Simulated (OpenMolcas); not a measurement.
**Geometry relaxation, with input and output: O₂ (part 2 of 2)**

O₂, multiplicity 3; CASSCF/cc-pVDZ-DK, DKH2 (OpenMolcas 26.06). The geometry comes from this level: PBE0-D4/def2-TZVP.

Geometry of the input (Å):
```
O  0.5095  -0.1648  0.2625
O  -0.5095  0.1648  -0.2625
```

Output, continued
```
       +----------------------------------+----------------------------------+
       +    Cartesian Displacements       +    Gradient in internals         +
       +  Value      Threshold Converged? +  Value      Threshold Converged? +
 +-----+----------------------------------+----------------------------------+
 + RMS + 1.9217E-02  1.2000E-03     No    + 5.9273E-02  3.0000E-04     No    +
 +-----+----------------------------------+----------------------------------+
 + Max + 1.9217E-02  1.8000E-03     No    + 4.1912E-02  4.5000E-04     No    +
 +-----+----------------------------------+----------------------------------+

 Convergence not reached yet!

*****************************************************************************************************************
*****************************************************************************************************************

++ Geometry section

********************************************************************************
  Geometrical information of the new structure
********************************************************************************

 *********************************************************
 * Nuclear coordinates for the next iteration / bohr     *
 *********************************************************
  ATOM              X               Y               Z
  O1               0.979328       -0.316833        0.504415
  O2              -0.979328        0.316833       -0.504415

 *********************************************************
 * Nuclear coordinates for the next iteration / angstrom *
 *********************************************************
  ATOM              X               Y               Z
  O1               0.518238       -0.167661        0.266925
  O2              -0.518238        0.167661       -0.266925

                    ***************************************
                    *    InterNuclear Distances / bohr    *
                    ***************************************

               1 O1            2 O2
    1 O1       0.000000
    2 O2       2.292510        0.000000

                    *******************************************
                    *    InterNuclear Distances / angstrom    *
                    *******************************************

               1 O1            2 O2
    1 O1       0.000000
    2 O2       1.213144        0.000000
--
--- Stop Module: slapaf /rc=_RC_CONTINUE_LOOP_ ---

>>> END DO

--- Start Module: seward ---
--- Stop Module: seward /rc=_RC_ALL_IS_WELL_ ---

--- Start Module: rasscf ---
--- Stop Module: rasscf /rc=_RC_ALL_IS_WELL_ ---

--- Start Module: slapaf ---
--- Stop Module: slapaf /rc=_RC_INVOKED_OTHER_MODULE_ ---

--- Start Module: alaska ---
--- Stop Module: alaska /rc=_RC_ALL_IS_WELL_ ---

--- Start Module: slapaf ---

**********************************************************************************************************************
*                                    Energy Statistics for Geometry Optimization                                     *
**********************************************************************************************************************
                       Energy     Grad      Grad              Step                 Estimated   Geom       Hessian
Iter      Energy       Change     Norm      Max    Element    Max     Element     Final Energy Update Update   Index
  1   -149.81693619  0.00000000 0.059273  0.041912 nrc001   0.038433  nrc001     -149.81774160 RS-RFO  None      0
  2   -149.81792871 -0.00099252 0.015046  0.010639 nrc001   0.014859  nrc001     -149.81800675 RS-RFO  BFGS      0

       +----------------------------------+----------------------------------+
       +    Cartesian Displacements       +    Gradient in internals         +
       +  Value      Threshold Converged? +  Value      Threshold Converged? +
 +-----+----------------------------------+----------------------------------+
 + RMS + 7.4294E-03  1.2000E-03     No    + 1.5046E-02  3.0000E-04     No    +
 +-----+----------------------------------+----------------------------------+
 + Max + 7.4294E-03  1.8000E-03     No    + 1.0639E-02  4.5000E-04     No    +
 +-----+----------------------------------+----------------------------------+

 Convergence not reached yet!

*****************************************************************************************************************
*****************************************************************************************************************

++ Geometry section

********************************************************************************
  Geometrical information of the new structure
********************************************************************************

 *********************************************************
 * Nuclear coordinates for the next iteration / bohr     *
 *********************************************************
  ATOM              X               Y               Z
  O1               0.985676       -0.318886        0.507684
  O2              -0.985676        0.318886       -0.507684

 *********************************************************
 * Nuclear coordinates for the next iteration / angstrom *
 *********************************************************
  ATOM              X               Y               Z
  O1               0.521597       -0.168747        0.268655
  O2              -0.521597        0.168747       -0.268655

--
--- Stop Module: slapaf /rc=_RC_CONTINUE_LOOP_ ---

>>> END DO

--- Start Module: seward ---
--- Stop Module: seward /rc=_RC_ALL_IS_WELL_ ---

--- Start Module: rasscf ---
--- Stop Module: rasscf /rc=_RC_ALL_IS_WELL_ ---

--- Start Module: slapaf ---
--- Stop Module: slapaf /rc=_RC_INVOKED_OTHER_MODULE_ ---

--- Start Module: alaska ---
--- Stop Module: alaska /rc=_RC_ALL_IS_WELL_ ---

--- Start Module: slapaf ---

**********************************************************************************************************************
*                                    Energy Statistics for Geometry Optimization                                     *
**********************************************************************************************************************
                       Energy     Grad      Grad              Step                 Estimated   Geom       Hessian
Iter      Energy       Change     Norm      Max    Element    Max     Element     Final Energy Update Update   Index
  1   -149.81693619  0.00000000 0.059273  0.041912 nrc001   0.038433  nrc001     -149.81774160 RS-RFO  None      0
  2   -149.81792871 -0.00099252 0.015046  0.010639 nrc001   0.014859  nrc001     -149.81800675 RS-RFO  BFGS      0
  3   -149.81800525 -0.00007654 0.000263 -0.000186 nrc001  -0.000266  nrc001     -149.81800527 RS-RFO  BFGS      0

       +----------------------------------+----------------------------------+
       +    Cartesian Displacements       +    Gradient in internals         +
       +  Value      Threshold Converged? +  Value      Threshold Converged? +
 +-----+----------------------------------+----------------------------------+
 + RMS + 1.3297E-04  1.2000E-03     Yes   + 2.6270E-04  3.0000E-04     Yes   +
 +-----+----------------------------------+----------------------------------+
 + Max + 1.3297E-04  1.8000E-03     Yes   + 1.8576E-04  4.5000E-04     Yes   +
 +-----+----------------------------------+----------------------------------+

 Geometry is converged in   3 iterations to a Minimum Structure

*****************************************************************************************************************
*****************************************************************************************************************

++ Geometry section

********************************************************************************
  Geometrical information of the final structure
********************************************************************************

  NOTE: on convergence the final predicted structure will be printed here.
  This is not identical to the structure printed in the head of the output.

 *********************************************************
 * Nuclear coordinates of the final structure / bohr     *
 *********************************************************
  ATOM              X               Y               Z
  O1               0.985562       -0.318850        0.507626
  O2              -0.985562        0.318850       -0.507626

 *********************************************************
 * Nuclear coordinates of the final structure / angstrom *
 *********************************************************
  ATOM              X               Y               Z
  O1               0.521537       -0.168728        0.268624
  O2              -0.521537        0.168728       -0.268624

                    ***************************************
                    *    InterNuclear Distances / bohr    *
                    ***************************************

               1 O1            2 O2
    1 O1       0.000000
    2 O2       2.307103        0.000000

                    *******************************************
                    *    InterNuclear Distances / angstrom    *
                    *******************************************

               1 O1            2 O2
    1 O1       0.000000
    2 O2       1.220867        0.000000
--
--- Stop Module: slapaf /rc=_RC_INVOKED_OTHER_MODULE_ ---

--- Start Module: last_energy ---

                                            &LAST_ENERGY

                       available to each process: 1.9 GB of memory, 1 thread

    Geometry read from RUNFILE

               SEWARD will generate:
                  Multipole Moment integrals up to order  2
                  Kinetic Energy integrals
                  Nuclear Attraction integrals (point charge)
                  One-Electron Hamiltonian integrals
                  Velocity integrals
                  Relativistic Douglas-Kroll-Hess integrals:
                    - Parametrization         : EXP
                    - DKH order of Hamiltonian: 2
                    - DKH order of Properties : 0
                         - multipole moment operators
                         - electric potential operators
                         - contact operators
                  Orbital angular momentum around ( -0.0000   0.0000   0.0000 )
                  Velocity quadrupole around ( -0.0000   0.0000   0.0000 )
                  RI decomposed two-electron repulsion integrals stored Cholesky style
                   - acCD auxiliary basis
                   - CD Threshold:   1.00E-04

                   Integrals are discarded if absolute value <: 1.00E-14
                   Integral cutoff threshold is set to       <: 1.00E-16

            Nuclear Potential Energy             27.74041255 au

      Basis set specifications :
      Symmetry species         a
      Basis functions           28

      Header of the ONEINT file:
      --------------------------

      OrdInt status: non-squared

      Cartesian coordinates in angstrom:
      -----------------------------------------------------
      No.  Label        X            Y            Z
      -----------------------------------------------------
       1   O1         0.52153693  -0.16872802   0.26862401
       2   O2        -0.52153693   0.16872802  -0.26862401
      -----------------------------------------------------
      Nuclear repulsion energy =   27.74041255

++    Wave function specifications:
      -----------------------------

      Number of closed shell electrons           4
      Number of electrons in active shells      12
      Max number of holes in RAS1 space          0
      Max nr of electrons in RAS3 space          0
      Number of inactive orbitals                2
      Number of active orbitals                  8
      Number of secondary orbitals              18
      Spin quantum number                      1.0
      State symmetry                             1
--

++    Orbital specifications:
      -----------------------

      Symmetry species                           1
                                                 a
      Frozen orbitals                            0
      Inactive orbitals                          2
      Active orbitals                            8
      RAS1 orbitals                              0
      RAS2 orbitals                              8
      RAS3 orbitals                              0
      Secondary orbitals                        18
      Deleted orbitals                           0
      Number of basis functions                 28
--

++    CI expansion specifications:
      ----------------------------

      Number of CSFs                           378
      Number of determinants                   448
      Number of root(s) required                 1
      Root chosen for geometry opt.              1
      CI root used                               1

      highest root included in the CI            1
      max. size of the explicit Hamiltonian    200
--

++    Optimization specifications:
      ----------------------------

      RASSCF algorithm: LK RI/DF
      Maximum number of macro iterations       200
      Maximum number of SX iterations          100
      Threshold for RASSCF energy            1.000E-08
      Threshold for max MO rotation          1.000E-01
      Threshold for max BLB element          1.000E-04
      Level shift parameter                  5.000E-01
      Make Quasi-Newton update
--
      Starting CI array(s) will be read from file

      File JOBOLD not found -- use JOBIPH.
      The MO-coefficients are taken from the file:
      JOBIPH
      Title:(No title given)

      Total molecular charge    0.00

      ************************************************************************************************************************
      *                                            Wave function control section                                             *
      ************************************************************************************************************************

                                         RASSCF iterations: Energy and convergence statistics
                                         ----------------------------------------------------

          iter iter root      energy       change     param      element    value   shift minimum  type update hh:mm:ss
 reading initial CI vectors from JOBIPH
 Nr of preliminary CI iterations:   1
        1   1    5    1  -149.81800525    0.00E+00  -2.74E-05    5  17 1  1.19E-04*  0.00   0.00    SX    NO    0:00:00
        2   1    4    1  -149.81800526   -1.27E-08*  7.38E-06    4  18 1  2.16E-05   0.00   0.00    SX    NO    0:00:00
        3   1    4    1  -149.81800526   -4.66E-10  -1.79E-06    5  14 1  6.84E-06   0.00   0.00    SX    NO    0:00:00
        4   3    4    1  -149.81800527   -1.05E-08* -2.09E-05    1  10 1 -5.10E-05   0.00   0.00    SX    NO    0:00:00
        5   1    3    1  -149.81800527   -4.69E-10   4.25E-06    2  14 1  4.72E-06   0.00   1.06    QN   YES    0:00:00
      Convergence after  5 iterations
        6   1    3    1  -149.81800527   -8.90E-12   4.25E-06    1  10 1  6.64E-07   0.00   1.06    QN   YES    0:00:00

      ************************************************************************************************************************
                                                      Wave function printout:
                       occupation of active orbitals, and spin coupling of open shells (u,d: Spin up or down)
      ************************************************************************************************************************

      Note: transformation to natural orbitals
      has been made, which may change the order of the CSFs.

      printout of CI-coefficients larger than  0.05 for root  1
      energy=    -149.818005
      conf/sym  11111111     Coeff  Weight
             1  22222uu0   0.96817 0.93735
            18  222uu220   0.15699 0.02465
            49  22u2du2u  -0.07183 0.00516
            54  22u2uu2d  -0.08345 0.00696
           118  22ud22uu  -0.07183 0.00516
           139  22022uu2  -0.08444 0.00713
           176  22uu22ud  -0.08345 0.00696

      Natural orbitals and occupation numbers for root  1
      sym 1:   1.999046   1.996948   1.956856   1.960173   1.960173   1.039277   1.039277   0.048249

      ************************************************************************************************************************
      *                                                    Final results                                                     *
      ************************************************************************************************************************

++    Final optimization conditions:
      ------------------------------

      Average CI energy                            -149.81800527
      RASSCF energy for state  1                   -149.81800527
      Super-CI energy                                -0.00000000
      RASSCF energy change                            0.00000000
      Max change in MO coefficients               1.276E-05
      Max non-diagonal density matrix element     4.252E-06
      Maximum BLB matrix element                  6.645E-07
      (orbital pair   1,  10 in symmetry   1)
      Norm of electronic gradient            8.145E-07
--

      Final state energy(ies):
      ------------------------

::    RASSCF root number  1 Total energy:   -149.81800527
      Von Neumann Entropy (Root   1) =  1.20170

      Mulliken population analysis for root number:  1
      -----------------------------------------------

++    Molecular charges:
      ------------------

      Mulliken charges per centre
      ---------------------------

                O1      O2
      Total    8.0000  8.0000

      N-E      0.0000 -0.0000

      Total electronic charge=   16.000000

      Total            charge=   -0.000000
--

      Expectation values of various properties for root number:  1
      -----------------------------------------------------------

++    Molecular properties:
      ---------------------

      Charge (e):
                      =   -0.0000
      Dipole Moment (debye):
      Origin of the operator (angstrom)=   -0.0000    0.0000    0.0000
                   X=  4.8422E-13               Y=  2.6191E-13               Z= -8.0841E-13           Total=  9.7806E-13
      Quadrupole Moment (debye*angstrom):
      Origin of the operator (angstrom)=   -0.0000    0.0000    0.0000
                  XX= -1.0204E+01              XY=  1.3538E-01              XZ= -2.1553E-01              YY= -9.8294E+00
                  YZ=  6.9729E-02              ZZ= -9.8966E+00
      In traceless form (debye*angstrom)
                  XX= -3.4105E-01              XY=  2.0307E-01              XZ= -3.2330E-01              YY=  2.2094E-01
                  YZ=  1.0459E-01              ZZ=  1.2012E-01
--

      Mulliken spin population analysis for root number:  1
      ---------------------------------------------------

++    Molecular charges:
      ------------------

      Mulliken spin population per centre
      ---------------------------

                O1      O2
      Total    1.0000  1.0000

      Total electronic spin=    2.000000
--

      Average orbitals are written to the RASORB file
      Natural orbitals for root   1 are written to the RASORB.1 file
      Spin density orbitals for root   1 are written to the SPDORB.1 file

--- Stop Module: last_energy /rc=_RC_ALL_IS_WELL_ ---

>>> END DO

.##################.
.# Happy landing! #.
.##################.

    Timing: Wall=5.75 User=4.95 System=0.75
```

Trajectory as extended XYZ (Å, eV, eV/Å), 3 frames, from step=0 to step=2
```
2
Properties=species:S:1:pos:R:3:forces:R:3 step=0 energy=-4076.72652
O     0.5095   -0.1648    0.2625    1.8414  -0.5957   0.9484
O    -0.5095    0.1648   -0.2625   -1.8414   0.5957  -0.9484
2
Properties=species:S:1:pos:R:3:forces:R:3 step=1 energy=-4076.75353
O     0.5182   -0.1677    0.2669    0.4674  -0.1512   0.2407
O    -0.5182    0.1677   -0.2669   -0.4674   0.1512  -0.2407
2
Properties=species:S:1:pos:R:3:forces:R:3 step=2 energy=-4076.75561
O     0.5216   -0.1687    0.2687   -0.0082   0.0026  -0.0042
O    -0.5216    0.1687   -0.2687    0.0082  -0.0026   0.0042
```

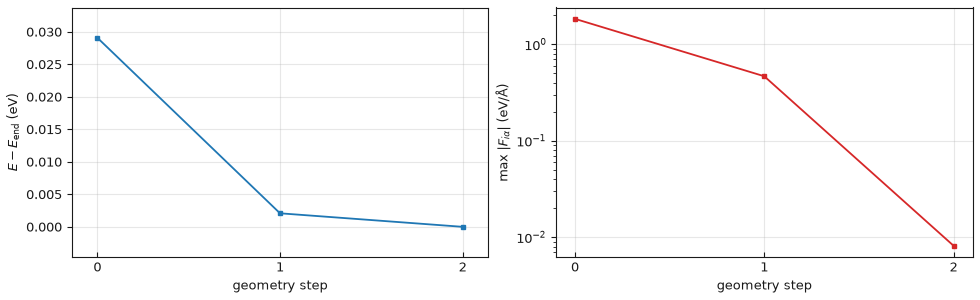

**Figure 1.** Progress of the relaxation, step by step (steps are counted from 0). The largest moves after the best rigid fit, 0.014 Å, are those of O1 and O2. Among the contacts that change: O1–O2 1.193 → 1.221 Å. The energy falls by 0.029 eV in 2 geometry steps. The largest force component goes from 1.8 to 0.0082 eV/Å. (Atoms are counted from 1 in the order of the input.)

Results in brief

- outcome: converged
- total energy: −149.818005 hartree
- CASSCF energy: −149.818005 hartree
- basis functions: 28
- wall time: 6 s
- peak memory: 0.081 GiB
